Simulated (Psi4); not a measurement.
# A workflow on C2H5Si (SMILES C=C[SiH2])

Wanted: a structure relaxation (U-r2SCAN-D4/def2-SVP), then vibrational wavenumbers of C2H5Si. 

The calculation is run with Psi4 1.11.

### 1 The system as given

C2H5Si has 8 atoms, charge 0, and is taken as a doublet. As SMILES, `C=C[SiH2]`. The shape is that of a PBE0-D4/def2-TZVP optimisation. The run starts from this shape.

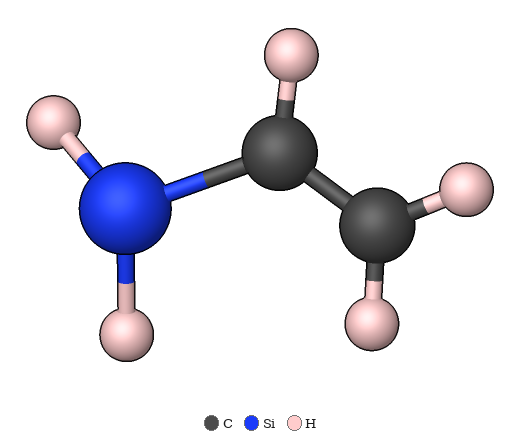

The structure, seen from a chosen angle (carbon dark grey, silicon blue, hydrogen pink).

### 2 A geometry optimisation at U-r2SCAN-D4/def2-SVP (density fitting) (run 1)

job.py reads:

```python
import psi4

psi4.set_memory('1600 MB')
psi4.set_num_threads(1)
psi4.core.set_output_file('run.log', False)

geom = psi4.geometry("""
0 2
C     -0.77214209     1.75782324    -1.65899056
C     -0.67595503     0.65932544     0.61718455
Si     1.67505324    -1.72626481     1.52614282
H      0.50304509     1.21868438    -3.17455092
H     -2.13350079     3.22840811    -2.10080853
H     -1.99687360     1.30239925     2.05828969
H      2.89411556    -2.91792611    -0.70883627
H      0.68030140    -3.63054183     3.33612250
units bohr
""")

options = {'basis': 'def2-SVP', 'reference': 'uks', 'geom_maxiter': 60}
psi4.set_options(options)

E = psi4.optimize('r2scan-d4')
print(f'r2scan-d4 energy: {E:.10f} Eh')
geom.save_xyz_file('final.xyz', False)
for k, v in sorted(psi4.core.scalar_variables().items()):
    print(f'{k:45s} {v:18.10f}')
```

The run is started by

```console
python job.py
```

run.log:

```text
[...]
  Running in c1 symmetry.
[...]
  Nuclear repulsion =   90.643212348137254
[...]
  Multiplicity = 2
[...]
  Nalpha       = 16
  Nbeta        = 15
[...]
    Number of basis functions: 71
[...]
   @DF-UKS iter   1:  -367.96455306123892   -6.62868e-02   1.14796e-02 DIIS/ADIIS
[...]
   @DF-UKS iter   9:  -368.40707659986981   -2.50111e-12   3.60165e-09 DIIS
[...]
   @S^2 Observed:                7.776035746E-01
[...]
    Orbital Energies [Eh]
    ---------------------
    Alpha Occupied:
       1A    -65.818335     2A    -10.068094     3A    -10.054734
       4A     -5.210524     5A     -3.558873     6A     -3.554208
       7A     -3.553770     8A     -0.726181     9A     -0.557077
      10A     -0.482130    11A     -0.424037    12A     -0.377576
      13A     -0.324429    14A     -0.301672    15A     -0.278612
      16A     -0.183819
    Alpha Virtual:
      17A     -0.039382    18A      0.034522    19A      0.045962
      20A      0.061001    21A      0.100147    22A      0.113621
      23A      0.174424    24A      0.193279    25A      0.280387
[...]
  @DF-UKS Final Energy:  -368.40707659986981
   => Energetics <=
    Nuclear Repulsion Energy =             90.0122178107321389
    One-Electron Energy =                -684.6289410424623156
    Two-Electron Energy =                 259.6580901238875754
    DFT Exchange-Correlation Energy =     -33.4472360155638526
    Empirical Dispersion Energy =          -0.0012074764633755
    VV10 Nonlocal Energy =                  0.0000000000000000
    Total Energy =                       -368.4070765998698107
[...]
 Multipole Moments:
 ------------------------------------------------------------------------------------
     Multipole            Electronic (a.u.)      Nuclear  (a.u.)        Total (a.u.)
 ------------------------------------------------------------------------------------
 L = 1.  Multiply by 2.5417464519 to convert [e a0] to [Debye]
 Dipole X            :          1.1061897           -1.2408844           -0.1346947
 Dipole Y            :         -0.3498699            0.5211598            0.1712899
 Dipole Z            :          1.3897517           -1.4876190           -0.0978673
 Magnitude           :                                                    0.2388742
[...]
  -Total Gradient:
     Atom            X                  Y                   Z
    ------   -----------------  -----------------  -----------------
       1        0.000019153903     0.000015478681    -0.000086835033
       2        0.000006919233    -0.000071785551     0.000187919360
       3       -0.000001598060     0.000059000859    -0.000022462282
       4        0.000014216515     0.000007474762     0.000029176262
       5        0.000016884710    -0.000002085599     0.000013976588
       6       -0.000004492890     0.000072797892    -0.000048619977
       7        0.000021381182     0.000058762314     0.000031902057
       8        0.000060306019     0.000058518120     0.000043545342
[...]
    Final optimized geometry and variables:
    Molecular point group: c1
    Full point group: C1
    Geometry (in Bohr), charge = 0, multiplicity = 2:
    C           -1.281056923306     2.167751535239    -2.183988467931
    C           -1.190659376092     0.999957773218     0.091884316474
    SI           1.151252008321    -1.397724346443     1.006222071925
    H            0.008830191784     1.662227758907    -3.724992558024
    H           -2.653682760161     3.664403104081    -2.590331569760
    H           -2.530179856812     1.629519023940     1.551027313213
    H            2.414169980362    -2.635649715400    -1.192468120512
    H            0.232747756852    -3.237455377316     2.934661823027
[...]
```

The script printed:

```text
Some dependencies such as QCElemental have not yet finished migration to pydantic v2. If issues are encountered please downgrade pydantic or upgrade QCElemental as appropriate
	Previous geometry is closer to target in internal coordinates, so using that one.

	Best geometry has RMS(Delta(q)) = 1.86e-07

Optimizer: Optimization complete!
r2scan-d4 energy: -368.4070765999 Eh
CURRENT ENERGY                                   -368.4070765999
CURRENT REFERENCE ENERGY                         -368.4070765999
DD SOLVATION ENERGY                                 0.0000000000
DFT FUNCTIONAL TOTAL ENERGY                      -368.4058691234
DFT TOTAL ENERGY                                 -368.4070765999
DFT VV10 ENERGY                                     0.0000000000
DFT XC ENERGY                                     -33.4472360156
DISPERSION CORRECTION ENERGY                       -0.0012074765
GRID ELECTRONS ALPHA                               16.0000109023
GRID ELECTRONS BETA                                15.0000039946
GRID ELECTRONS TOTAL                               31.0000148969
NUCLEAR REPULSION ENERGY                           90.0122178107
ONE-ELECTRON ENERGY                              -684.6289410425
OPTIMIZATION ITERATIONS                             5.0000000000
PCM POLARIZATION ENERGY                             0.0000000000
PE ENERGY                                           0.0000000000
R2SCAN-D4(BJ,EEQ)ATM DISPERSION CORRECTION ENERGY      -0.0012074765
SCF ITERATION ENERGY                             -368.4070765999
SCF ITERATIONS                                      9.0000000000
SCF TOTAL ENERGY                                 -368.4070765999
TWO-ELECTRON ENERGY                               259.6580901239
XC GRID RADIAL POINTS                              75.0000000000
XC GRID SPHERICAL POINTS                          302.0000000000
XC GRID TOTAL POINTS                           173211.0000000000
```

Wall time 2 min (1 thread of Intel Xeon Platinum 8259CL at 2.50GHz (Skylake/Cascade Lake), shared host); peak memory 1 GiB.

The path in brief:

```tsv
step	energy from the first frame kept (eV)	largest force (eV/Å)
0	0.0000	0.6161
1	-0.0157	0.0946
2	-0.0163	0.0394
3	-0.0164	0.0102
4	-0.0164	0.0103
```

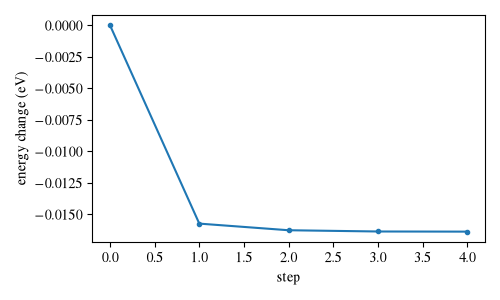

Energy along the run.

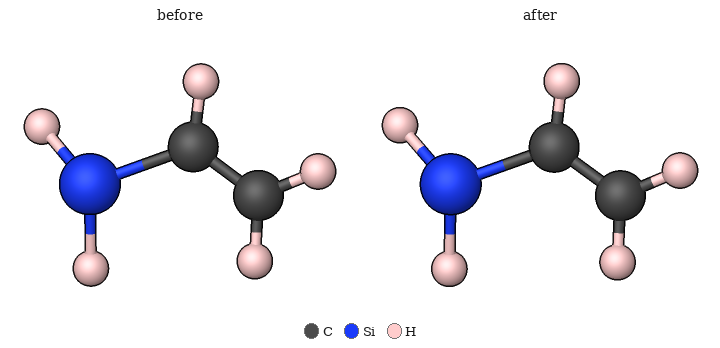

Before and after, at one scale.

After the run. Bond lengths: C1–C2 1.354 Å, C2–Si3 1.838 Å, C1–H4 1.097 Å, C1–H5 1.096 Å, C2–H6 1.100 Å, Si3–H7 1.493 Å, Si3–H8 1.492 Å. Angles: C1–C2–Si3 124.9°, C1–C2–H6 117.6°, Si3–C2–H6 117.3°, C2–C1–H4 121.9°, C2–C1–H5 121.8°, C2–Si3–H7 113.5°, C2–Si3–H8 114.3°, H4–C1–H5 116.3°, H7–Si3–H8 113.1°.

### 3 The harmonic vibrations at U-r2SCAN-D4/def2-SVP (density fitting) (run 2)

input.dat reads:

```
memory 1600 MB

molecule mol {
  0 2
  C
  C 1 1.354478
  Si 2 1.83842 1 124.93872
  H 1 1.096567 2 121.86605 3 3.89589
  H 1 1.095944 4 116.29194 2 -179.72063
  H 2 1.099844 1 117.59833 5 -1.09182
  H 3 1.493148 2 113.54226 6 164.55137
  H 3 1.491786 7 113.11395 2 132.31226
}

set globals {
  basis                      def2-SVP
  reference                  uks
  t                          700.0
  rotational_symmetry_number 1
}

e, wfn = freq('r2scan-d4', return_wfn=True)
print_variables()
```

The run is started by

```console
psi4 input.dat output.dat -n 1
```

output.dat:

```text
Psi4 1.11 release

         ----------------------------------------------------------
                                   FINDIF
         ----------------------------------------------------------

  Using finite-differences of gradients to determine vibrational frequencies and
  normal modes. Resulting frequencies are only valid at stationary points.
    Generating geometries for use with 3-point formula.
    Displacement size will be 5.00e-03.
    Number of atoms is 8.
    Number of irreps is 1.
    Number of SALCs is 21.
    Translations projected? 1. Rotations projected? 0.
    Index of SALCs per irrep:
      1 :  0  1  2  3  4  5  6  7  8  9  10  11  12  13  14  15  16  17  18  19  20
    Number of SALCs per irrep:
      Irrep 1: 21
    Number of geometries (including reference) is 43.
    Number of displacements per irrep:
      Irrep 1: 42
 43 displacements needed ...

  //>>>>>>>>>>>>>>>>>>>>>>>>>>>>>>>>>>>//
  //    FiniteDifference Computations  //
  //<<<<<<<<<<<<<<<<<<<<<<<<<<<<<<<<<<<//

    -----------------------------------------------------------------------
                               Psi4 1.11 release

    h
    h
    h

    -----------------------------------------------------------------------

    Memory:     1.5 GiB
    Threads:    1
                ecpint, einsums, f̶o̶r̶t̶e̶, gauxc, gcp, g̶d̶m̶a̶, geometric, g̶p̶u̶_̶d̶f̶c̶c̶,
                i̶n̶t̶e̶g̶r̶a̶t̶o̶r̶x̶x̶, i̶p̶i̶, libefp, m̶d̶i̶, m̶p̶2̶d̶, m̶r̶c̶c̶, ooo,
                o̶p̶e̶n̶f̶e̶r̶m̶i̶o̶n̶p̶s̶i̶4̶, pcmsolver, p̶s̶i̶4̶f̶o̶c̶k̶c̶i̶, p̶s̶i̶x̶a̶s̶,
                p̶y̶e̶i̶n̶s̶u̶m̶s̶, r̶e̶s̶p̶, s̶i̶m̶i̶n̶t̶, s̶n̶s̶m̶p̶2̶,
                v̶2̶r̶d̶m̶_̶c̶a̶s̶s̶c̶f̶

gradient() will perform analytic gradient computation.

   => Loading Basis Set <=

    Name: DEF2-SVP
    Role: ORBITAL
    Keyword: BASIS

   => R2SCAN-D4(BJ,EEQ)ATM: Empirical Dispersion <=

[... 169 lines left out ...]
   @DF-UKS iter   3:  -368.38648831758951   -2.27585e+00   2.23208e-03 DIIS/ADIIS
[... 6 lines left out ...]
   @DF-UKS iter  10:  -368.40707576188146   -3.62970e-06   6.64742e-06 DIIS
[... 6 lines left out ...]
  Energy and wave function converged.
[... 58 lines left out ...]
  @DF-UKS Final Energy:  -368.40707660034184
[... 9 lines left out ...]
    Total Energy =                       -368.4070766003418385
[... 108 lines left out ...]
   @DF-UKS iter   2:  -366.10924147564629    1.86398e+00   2.34805e-02 DIIS/ADIIS
[... 6 lines left out ...]
   @DF-UKS iter   9:  -368.40707158508707   -1.26550e-05   1.35247e-05 DIIS
[... 6 lines left out ...]
   @DF-UKS iter  16:  -368.40707605081224   -1.08002e-12   4.52663e-09 DIIS
[... 15 lines left out ...]
    Final Occupation by Irrep:
[... 15 lines left out ...]
    VV10 Nonlocal Energy =                  0.0000000000000000
[... 165 lines left out ...]
                           Total Energy        Delta E     RMS |[F,P]|
[... 7 lines left out ...]
   @DF-UKS iter   6:  -368.40684718956948   -2.24007e-03   1.86745e-04 DIIS/ADIIS
[... 6 lines left out ...]
   @DF-UKS iter  13:  -368.40707646054204   -3.07074e-09   1.82550e-07 DIIS
[... 14 lines left out ...]
   @S^2 Observed:                7.775827980E-01
[... 53 lines left out ...]
    Two-Electron Energy =                 259.6540504404621856
[... 29 lines left out ...]
 Dipole Z            :          1.4337903           -1.6043238           -0.1705335
[... 2 lines left out ...]
 ------------------------------------------------------------------------------------

	total time  =         28 seconds =       0.47 minutes

         ------------------------------------------------------------
                                   SCF GRAD
         ------------------------------------------------------------

  ==> Geometry <==

    Molecular point group: c1
    Full point group: C1

    Geometry (in Bohr), charge = 0, multiplicity = 2:

       Center              X                  Y                   Z               Mass
    ------------   -----------------  -----------------  -----------------  -----------------
         C            0.034640579644     1.500430536514    -2.976167657024    12.000000000000
         C            0.034640579644     1.500430536514    -0.416575194066    12.000000000000
         SI           0.034640579644    -1.347523626119     1.573047757367    27.976926534650
[... 4 lines of this table left out ...]
         H           -1.178547736854    -0.998585145019     4.094651233658     1.007825032230

  Nuclear repulsion =   90.008644683408960

   => Molecular Quadrature <=

    Radial Scheme          =       TREUTLER
    Pruning Scheme         =           NONE
    Nuclear Scheme         =       TREUTLER

    Blocking Scheme        =         OCTREE
    BS radius alpha        =              1
    Pruning alpha          =              1
    Radial Points          =             75
    Spherical Points       =            302
    Total Points           =         173209
    Total Blocks           =           1353
    Max Points             =            256
    Max Functions          =             70
    Weights Tolerance      =       1.00E-15

  -Total Gradient:
     Atom            X                  Y                   Z
    ------   -----------------  -----------------  -----------------
       1        0.000008467599    -0.000030187831    -0.000092452908
       2       -0.000133232303    -0.000083994045     0.000174948585
       3        0.000180144336     0.000126139854    -0.000147126381
[... 4 lines of this table left out ...]
       8        0.000009873832    -0.000001478636     0.000139525978

	total time  =          4 seconds =       0.07 minutes

    Psi4 run time: 0:00:32.47

[set-up sections that repeat, and orbital energies of the middle runs, are left out above]
```

It took 17 min on 1 thread of Intel Xeon Platinum 8259CL at 2.50GHz (Skylake/Cascade Lake), shared host.

The run was cut off at its time limit.

### 4 Outcome

```
                                                       quantity                value
           run 1, U-r2SCAN-D4/def2-SVP: total energy at the end        -368.40708 Eh
                     run 1, U-r2SCAN-D4/def2-SVP: dipole moment               0.61 D
run 1, U-r2SCAN-D4/def2-SVP: HOMO energy (highest over α and β)             -5.00 eV
 run 1, U-r2SCAN-D4/def2-SVP: LUMO energy (lowest over α and β)             -2.72 eV
                 run 1, U-r2SCAN-D4/def2-SVP: dispersion energy         -3.17 kJ/mol
                              run 1, U-r2SCAN-D4/def2-SVP: ⟨S²⟩                0.778
                                    run 2, U-r2SCAN-D4/def2-SVP  no result (timeout)
```

In words: The optimisation (run 1, U-r2SCAN-D4/def2-SVP) took 5 steps and changed the energy by -0.016 eV. 1 of the 2 runs did not end normally.
